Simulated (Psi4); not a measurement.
# C3H7F (2-fluoropropane) at BHLYP/cc-pVDZ

What is the vertical ionisation energy of C3H7F (2-fluoropropane) at BHLYP/cc-pVDZ? Input form: a Python script.

The calculation is run with Psi4 1.11.

## 1. The structure to begin with

The species is C3H7F (11 atoms), meant as a singlet with charge 0. As SMILES, `CC(C)F`. The shape is that of a PBE0-D4/def2-TZVP optimisation.

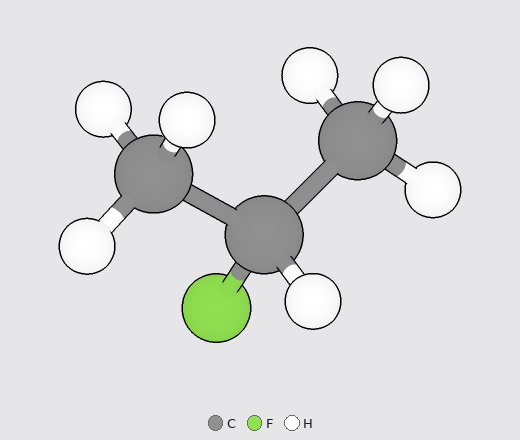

The structure, seen from a chosen angle (carbon grey, fluorine green, hydrogen white).

## 2. Energy and gradient at BHLYP/cc-pVDZ

run.py reads:

```python
import psi4

psi4.set_memory(1600000000)
psi4.set_num_threads(1)
psi4.set_output_file('output.dat', False)

molecule = psi4.geometry("""
0 1
C     -0.234500     1.045100    -0.703000
C     -0.479600    -0.306600    -0.081300
C      0.626400    -0.766200     0.834700
F     -0.614100    -1.242400    -1.108400
H     -1.041900     1.303400    -1.390000
H     -0.180600     1.814100     0.071000
H      0.707700     1.043900    -1.256000
H     -1.436600    -0.307200     0.453700
H      1.578500    -0.788700     0.299400
H      0.417300    -1.766700     1.216600
H      0.722800    -0.085600     1.683800
units angstrom
symmetry c1
""")

options = {'basis': 'cc-pVDZ', 'puream': True, 'e_convergence': 1e-09, 'd_convergence': 1e-08, 'scf_type': 'pk', 'dft_radial_points': 99, 'dft_spherical_points': 590}
psi4.set_options(options)

energy_value, wavefunction = psi4.gradient('bhhlyp', molecule=molecule, return_wfn=True)
print('gradient / Eh bohr^-1')
print(energy_value.np.round(6))
print(f'energy = {wavefunction.energy():.10f} Eh')
```

Run with:

```console
$ python run.py
```

output.dat:

```text
[...]
  Running in c1 symmetry.
[...]
  Nuclear repulsion =  133.058599214639941
[...]
  Multiplicity = 1
[...]
  Nalpha       = 17
  Nbeta        = 17
[...]
    Number of basis functions: 91
[...]
   @RKS iter   1:  -218.08016499746981   -4.15013e-01   6.58468e-03 ADIIS/DIIS
[...]
   @RKS iter  10:  -218.27044664865684   -1.27898e-11   5.90918e-09 DIIS
[...]
    Orbital Energies [Eh]
    ---------------------
    Doubly Occupied:
       1A    -25.278023     2A    -10.666087     3A    -10.588725
       4A    -10.588704     5A     -1.331614     6A     -0.901573
       7A     -0.803014     8A     -0.687137     9A     -0.581571
      10A     -0.541787    11A     -0.537088    12A     -0.475429
      13A     -0.461962    14A     -0.456237    15A     -0.441159
      16A     -0.394831    17A     -0.388674
[...]
  @RKS Final Energy:  -218.27044664865684
   => Energetics <=
    Nuclear Repulsion Energy =            133.0585992146399406
    One-Electron Energy =                -561.4615357846172401
    Two-Electron Energy =                 225.3607282453377820
    DFT Exchange-Correlation Energy =     -15.2282383240173029
    Empirical Dispersion Energy =           0.0000000000000000
    VV10 Nonlocal Energy =                  0.0000000000000000
    Total Energy =                       -218.2704466486568435
[...]
 Multipole Moments:
 ------------------------------------------------------------------------------------
     Multipole            Electronic (a.u.)      Nuclear  (a.u.)        Total (a.u.)
 ------------------------------------------------------------------------------------
 L = 1.  Multiply by 2.5417464519 to convert [e a0] to [Debye]
 Dipole X            :         -2.2658440            2.3802645            0.1144204
 Dipole Y            :         -3.8587428            4.3660588            0.5073160
 Dipole Z            :         -3.2766775            3.8102795            0.5336020
 Magnitude           :                                                    0.7451125
[...]
  -Total Gradient:
     Atom            X                  Y                   Z
    ------   -----------------  -----------------  -----------------
       1        0.000364624368     0.000772507871    -0.000632092325
       2        0.001141926215     0.002246987786     0.002068870635
       3        0.000883334683    -0.000405569077     0.000332007028
       4       -0.000901474673    -0.002516766154    -0.002476036673
       5        0.000540166056     0.000002214511     0.000755100087
       6       -0.000093607605    -0.000768196884    -0.000533422578
       7       -0.000645279646    -0.000018560886     0.000753422494
       8       -0.000373796125    -0.000119304999     0.000061515412
       9       -0.000819497816     0.000339736007     0.000452627115
      10        0.000108019648     0.000919553566    -0.000040832727
      11       -0.000208651066    -0.000454571486    -0.000741132610
[...]
```

On the terminal:

```text
gradient / Eh bohr^-1
[[ 3.650e-04  7.730e-04 -6.320e-04]
 [ 1.142e-03  2.247e-03  2.069e-03]
 [ 8.830e-04 -4.060e-04  3.320e-04]
 [-9.010e-04 -2.517e-03 -2.476e-03]
 [ 5.400e-04  2.000e-06  7.550e-04]
 [-9.400e-05 -7.680e-04 -5.330e-04]
 [-6.450e-04 -1.900e-05  7.530e-04]
 [-3.740e-04 -1.190e-04  6.200e-05]
 [-8.190e-04  3.400e-04  4.530e-04]
 [ 1.080e-04  9.200e-04 -4.100e-05]
 [-2.090e-04 -4.550e-04 -7.410e-04]]
energy = -218.2704466487 Eh
```

Wall time 22 s (1 thread of Intel Xeon 6975P-C (Granite Rapids), shared host); peak memory 0.89 GiB.

## 3. The doublet cation, same level

run.py reads:

```python
import psi4

psi4.set_memory('1600 MB')
psi4.set_num_threads(1)
psi4.set_output_file('output.dat', False)

m = psi4.geometry("""
1 2
C     -0.44314078     1.97495277    -1.32847747
C     -0.90631265    -0.57939003    -0.15363473
C      1.18372444    -1.44790816     1.57735440
F     -1.16048081    -2.34779574    -2.09457244
H     -1.96890565     2.46306903    -2.62671931
H     -0.34128454     3.42815216     0.13417055
H      1.33735918     1.97268510    -2.37349601
H     -2.71478055    -0.58052387     0.85736874
H      2.98293269    -1.49042699     0.56578400
H      0.78858271    -3.33857914     2.29904080
H      1.36589404    -0.16176056     3.18192085
units bohr
symmetry c1
no_reorient
no_com
""")

psi4.set_options({
    'reference': 'uks',
    'puream': True,
    'e_convergence': 1e-09,
    'd_convergence': 1e-08,
    'scf_type': 'pk',
    'dft_radial_points': 99,
    'dft_spherical_points': 590,
    'maxiter': 200,
})

e_tot = psi4.gradient('bhhlyp/cc-pVDZ', molecule=m)
print('gradient / Eh bohr^-1')
print(e_tot.np.round(6))
```

Run with:

```console
$ python run.py
```

output.dat, cut to the lines that bear on the results:

```text
[...]
  Running in c1 symmetry.
[...]
  Nuclear repulsion =  133.058599243021121
[...]
  Multiplicity = 2
[...]
  Nalpha       = 17
  Nbeta        = 16
[...]
    Number of basis functions: 91
[...]
   @UKS iter   1:  -217.69629132602265   -3.11392e-02   5.65685e-03 DIIS/ADIIS
[...]
   @UKS iter  24:  -217.83480816723272   -4.26894e-11   4.68718e-09 DIIS
[...]
   @S^2 Observed:                7.566589243E-01
[...]
  @UKS Final Energy:  -217.83480816723272
   => Energetics <=
    Nuclear Repulsion Energy =            133.0585992430211206
    One-Electron Energy =                -552.1896720164770613
    Two-Electron Energy =                 216.3094537022057580
    DFT Exchange-Correlation Energy =     -15.0131890959825558
    Empirical Dispersion Energy =           0.0000000000000000
    VV10 Nonlocal Energy =                  0.0000000000000000
    Total Energy =                       -217.8348081672327226
[...]
 Multipole Moments:
[...]
  -Total Gradient:
     Atom            X                  Y                   Z
    ------   -----------------  -----------------  -----------------
       1        0.036688326786    -0.020526779568    -0.004301577018
       2       -0.092830660048     0.023492331977     0.077751499381
       3        0.020520191258     0.014023975219    -0.033512957298
       4        0.008224189939    -0.028574353527    -0.038075751462
       5       -0.001725625936    -0.004985212421     0.004589625715
       6        0.003076223042     0.002658573015    -0.002214441246
       7       -0.004707760972     0.011814155976     0.004284881468
       8        0.031683084005    -0.002095001489    -0.019785908331
       9        0.000253247860     0.001214823657     0.013236462424
      10       -0.005678614787     0.003400214202    -0.002447764426
      11        0.004492828727    -0.000425346311     0.000475390342
[...]
```

Standard output:

```text
gradient / Eh bohr^-1
[[ 0.036688 -0.020527 -0.004302]
 [-0.092831  0.023492  0.077751]
 [ 0.02052   0.014024 -0.033513]
 [ 0.008224 -0.028574 -0.038076]
 [-0.001726 -0.004985  0.00459 ]
 [ 0.003076  0.002659 -0.002214]
 [-0.004708  0.011814  0.004285]
 [ 0.031683 -0.002095 -0.019786]
 [ 0.000253  0.001215  0.013236]
 [-0.005679  0.0034   -0.002448]
 [ 0.004493 -0.000425  0.000475]]
```

Wall time 54 s (1 thread of Intel Xeon 6975P-C (Granite Rapids), shared host); peak memory 0.89 GiB.

## 4. Summary of results

At BHLYP/cc-pVDZ:

```
                                          quantity          value
                       singlet C3H7F: total energy  -218.27045 Eh
                      singlet C3H7F: dipole moment         1.89 D
                        singlet C3H7F: HOMO energy      -10.58 eV
                        singlet C3H7F: LUMO energy        2.64 eV
                      singlet C3H7F: HOMO–LUMO gap       13.21 eV
           singlet C3H7F: largest force on an atom     0.187 eV/Å
                      doublet cation: total energy  -217.83481 Eh
doublet cation: HOMO energy (highest over α and β)      -17.77 eV
 doublet cation: LUMO energy (lowest over α and β)      -13.13 eV
                              doublet cation: ⟨S²⟩          0.757
          doublet cation: largest force on an atom     6.343 eV/Å
vertical ionisation energy (to the doublet cation)      11.854 eV
```

In words: The vertical ionisation energy comes to 11.85 eV (1144 kJ/mol). The negative HOMO energy of the first species, 10.58 eV, lies 1.28 eV below that difference.
